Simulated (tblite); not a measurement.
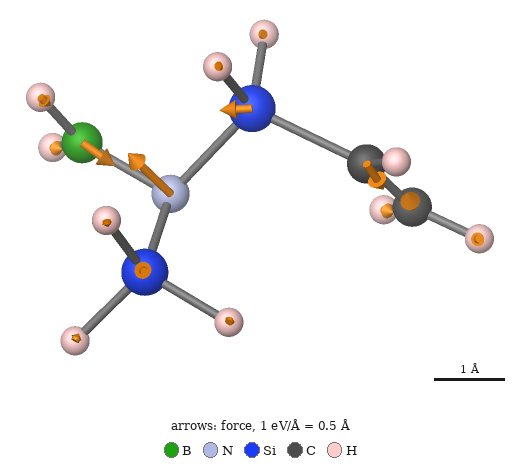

Starting geometry of C₂H₁₀BNSi₂ with the computed forces as orange arrows. Style: ball-and-stick. Shown at a tilt.

Computed with tblite, GFN2-xTB geometry optimisation, gas phase. 

Q: What follows when this structure is relaxed?

A: It isn't relaxed: the largest force vector, on the N atom, is 2.12 eV/Å. The final displacements have little in common with the starting forces (cosine between the two patterns 0.25). Over 232 geometry steps the energy falls by 101.0 kJ/mol. The largest move after the best rigid fit is that of an H atom, 2.08 Å. By element the largest moves are H 2.08 Å, C 0.73 Å, N 0.62 Å, Si 0.31 Å, B 0.28 Å. Near-neighbour distances that change, for instance: B–N 1.509 → 1.405 Å, N–Si 1.799 → 1.763 Å, C–Si 1.852 → 1.884 Å, C–C 1.339 → 1.324 Å. Among the angles between lasting bonds that change: B–N–Si 107.4° → 121.9°, B–N–Si 108.3° → 119.9°, Si–N–Si 107.7° → 118.2°. Groups turn about C–Si by about 95°.
